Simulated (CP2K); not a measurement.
# AlNH3 (SMILES [NH2][AlH]): PM3

What is the vertical ionisation energy of AlNH3 at PM3? 

The calculation is run with CP2K 2026.2.

2 further runs of the same task are left out: 2 set aside as unsound or not needed. Runs told in other sessions of the task aren't counted.

## 1. The system as given

AlNH3: 5 atoms, total charge 0, spin state doublet. SMILES: `[NH2][AlH]`. The coordinates come from a PBE0-D4/def2-TZVP relaxation. This is one conformer, not always the lowest.

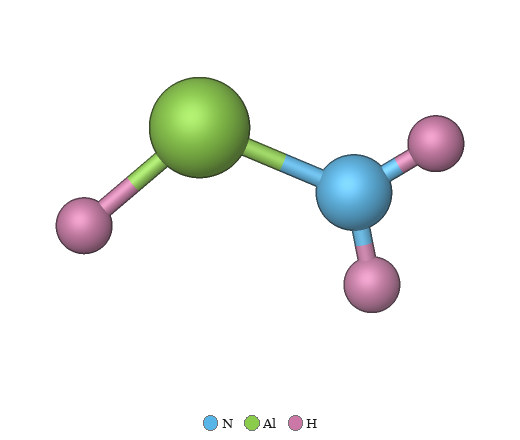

The structure, seen from a chosen angle (nitrogen blue, aluminium green, hydrogen pink).

## 2. A single-point energy at PM3

molecule.xyz

```xyz
5

N     -0.116600    -0.660800     0.175100
Al     0.836600     0.833900     0.120800
H      0.148500    -1.505300     0.655500
H     -1.010300    -0.782800    -0.277400
H      0.191800     2.041400    -0.715400
```

job.inp

```
&GLOBAL
    PROJECT job
    RUN_TYPE ENERGY
    PRINT_LEVEL MEDIUM
&END

&FORCE_EVAL
    METHOD QUICKSTEP
    &DFT
        MULTIPLICITY 2
        UKS T
        &QS
            METHOD PM3
            EPS_DEFAULT 1.0E-10
            &SE
                &COULOMB
                    CUTOFF [angstrom] 50
                    RC_RANGE [angstrom] 0
                &END
                &EXCHANGE
                    CUTOFF [angstrom] 50
                    RC_RANGE [angstrom] 0
                &END
            &END
        &END
        &POISSON
            PERIODIC NONE
            POISSON_SOLVER ANALYTIC
        &END
        &SCF
            SCF_GUESS ATOMIC
            EPS_SCF 1.0E-06
            MAX_SCF 80
            ADDED_MOS 8
            &DIAGONALIZATION
                ALGORITHM STANDARD
            &END
            &MIXING
                METHOD DIRECT_P_MIXING
                ALPHA 0.4
            &END
        &END
        &PRINT
            &MOMENTS
                PERIODIC F
                REFERENCE COM
                MAX_MOMENT 1
            &END
            &MO ON
                ENERGIES T
                OCCUPATION_NUMBERS T
                NDIGITS 6
                &EACH
                    QS_SCF 0
                &END
                ADD_LAST NUMERIC
            &END
            &HIRSHFELD OFF
            &END
        &END
    &END
    &SUBSYS
        &CELL
            ABC 13.8 15.5 13.4
            PERIODIC NONE
        &END
        &TOPOLOGY
            COORD_FILE_NAME molecule.xyz
            COORD_FILE_FORMAT XYZ
            &CENTER_COORDINATES
            &END
        &END
    &END
&END
```

Started as:

```sh
$ OMP_NUM_THREADS=1 cp2k.psmp -i job.inp -o job.out
```

The log of the run:

```text
CP2K| version string:                                       CP2K version 2026.2
[...]
 GLOBAL| Method name                                                        CP2K
[...]
 GLOBAL| Run type                                                         ENERGY
[...]
 *** WARNING in qs_environment.F:2191 :: More ADDED_MOs requested for beta ***
 *** spin than available.                                                  ***
 *** WARNING in qs_environment.F:2210 :: More added MOs requested than     ***
 *** available. The full set of unoccupied MOs will be used. Use           ***
 *** 'ADDED_MOS -1' to always use all available MOs and to get rid of this ***
[...]
                             - Atoms:                                          5
[...]
                             - Spherical basis functions:                     11
[...]
 Number of electrons:                                                          6
[...]
     1 P_Mix/Diag. 0.40E+00    0.0     0.38951359        -7.0882567336 -7.09E+00
[...]
    36 DIIS/Diag.  0.43E-06    0.0     0.00000050        -9.4962445648 -4.36E-12
  *** SCF run converged in    36 steps ***
  Core-core repulsion energy [eV]:                            281.15528934313824
  Core Hamiltonian energy [eV]:                              -387.21262400933210
  Two-electron integral energy [eV]:                         -304.69724276392287
  Electronic energy [eV]:                                    -539.56124539129360
  Total energy [eV]:                                         -258.40595604815536
  Atomic reference energy [eV]:                               258.82372640391480
  Heat of formation [kcal/mol]:                                 9.63401403504212
[...]
 SE_DIPOLE| Moment [Debye]          0.68736024       2.27675698      -0.51064051
 SE_DIPOLE| Derivative [a.u.]       0.00000000       0.00000000       0.00000000
 ENERGY| Total FORCE_EVAL ( QS ) energy [hartree]             -9.496244564786997
[...]
```

It took 0.26 s on 1 thread of Arm Neoverse V2, shared host.

## 3. The singlet cation, same level

molecule.xyz is that of step 2.

qs.inp

```
&FORCE_EVAL
  METHOD QUICKSTEP
  &DFT
    CHARGE 1
    MULTIPLICITY 1
    &QS
      METHOD PM3
      EPS_DEFAULT 1.0E-10
      &SE
        &COULOMB
          CUTOFF [angstrom] 50
          RC_RANGE [angstrom] 0
        &END
        &EXCHANGE
          CUTOFF [angstrom] 50
          RC_RANGE [angstrom] 0
        &END
      &END
    &END
    &POISSON
      PERIODIC NONE
      POISSON_SOLVER ANALYTIC
    &END
    ! SCF settings
    &SCF
      SCF_GUESS ATOMIC
      EPS_SCF 1.0E-06
      MAX_SCF 80
      ADDED_MOS 8
      &DIAGONALIZATION
        ALGORITHM STANDARD
      &END
      &MIXING
        METHOD DIRECT_P_MIXING
        ALPHA 0.4
      &END
    &END
    ! extra output
    &PRINT
      &MOMENTS
        PERIODIC F
        REFERENCE COM
        MAX_MOMENT 1
      &END
      &MO ON
        ENERGIES T
        OCCUPATION_NUMBERS T
        NDIGITS 6
        &EACH
          QS_SCF 0
        &END
        ADD_LAST NUMERIC
      &END
      &HIRSHFELD OFF
      &END
    &END
  &END
  ! atoms, cell and kinds
  &SUBSYS
    ! vacuum box
    &CELL
      ABC [angstrom] 13.8 15.5 13.4
      PERIODIC NONE
    &END
    &TOPOLOGY
      COORD_FILE_NAME molecule.xyz
      COORD_FILE_FORMAT XYZ
      &CENTER_COORDINATES
      &END
    &END
  &END
&END

&GLOBAL
  PROJECT qs
  RUN_TYPE ENERGY
  PRINT_LEVEL MEDIUM
&END
```

Started as:

```sh
$ OMP_NUM_THREADS=1 cp2k.psmp -i qs.inp > qs.out 2>&1
```

The log of the run:

```text
CP2K| version string:                                       CP2K version 2026.2
[...]
 GLOBAL| Method name                                                        CP2K
[...]
 GLOBAL| Run type                                                         ENERGY
[...]
 *** WARNING in qs_environment.F:2210 :: More added MOs requested than     ***
 *** available. The full set of unoccupied MOs will be used. Use           ***
 *** 'ADDED_MOS -1' to always use all available MOs and to get rid of this ***
[...]
                             - Atoms:                                          5
[...]
                             - Spherical basis functions:                     11
[...]
 Number of electrons:                                                         10
[...]
     1 P_Mix/Diag. 0.40E+00    0.0     0.77675824        -6.7478594963 -6.75E+00
[...]
    21 DIIS/Diag.  0.23E-06    0.0     0.00000075        -9.1586385683 -2.37E-12
  *** SCF run converged in    21 steps ***
  Core-core repulsion energy [eV]:                            281.15528934313824
  Core Hamiltonian energy [eV]:                              -361.36639787481749
  Two-electron integral energy [eV]:                         -338.01624230929195
  Electronic energy [eV]:                                    -530.37451902946350
  Total energy [eV]:                                         -249.21922968632526
  Atomic reference energy [eV]:                               258.82372640391480
  Heat of formation [kcal/mol]:                               221.48497350550420
[...]
 SE_DIPOLE| Moment [Debye]         -1.40054539       0.87431879      -1.12798081
 SE_DIPOLE| Derivative [a.u.]       0.00000000       0.00000000       0.00000000
 ENERGY| Total FORCE_EVAL ( QS ) energy [hartree]             -9.158638568331339
[...]
```

Wall time 0.22 s (1 thread of Arm Neoverse V2, shared host).

## 4. Outcome

Level: PM3.

```
                                          quantity           value
                       doublet AlNH3: total energy     -9.49624 Eh
                      doublet AlNH3: dipole moment          2.43 D
 doublet AlNH3: HOMO energy (highest over α and β)        -9.62 eV
  doublet AlNH3: LUMO energy (lowest over α and β)        -1.43 eV
                  doublet AlNH3: heat of formation    9.6 kcal/mol
                      singlet cation: total energy     -9.15864 Eh
                       singlet cation: HOMO energy       -15.89 eV
                       singlet cation: LUMO energy        -8.35 eV
                     singlet cation: HOMO–LUMO gap         7.54 eV
                 singlet cation: heat of formation  221.5 kcal/mol
vertical ionisation energy (to the singlet cation)        9.187 eV
```

In words: Removing an electron at fixed nuclei costs 9.19 eV (212 kcal/mol). Only the singlet of the ionised species was computed; a triplet could lie lower.
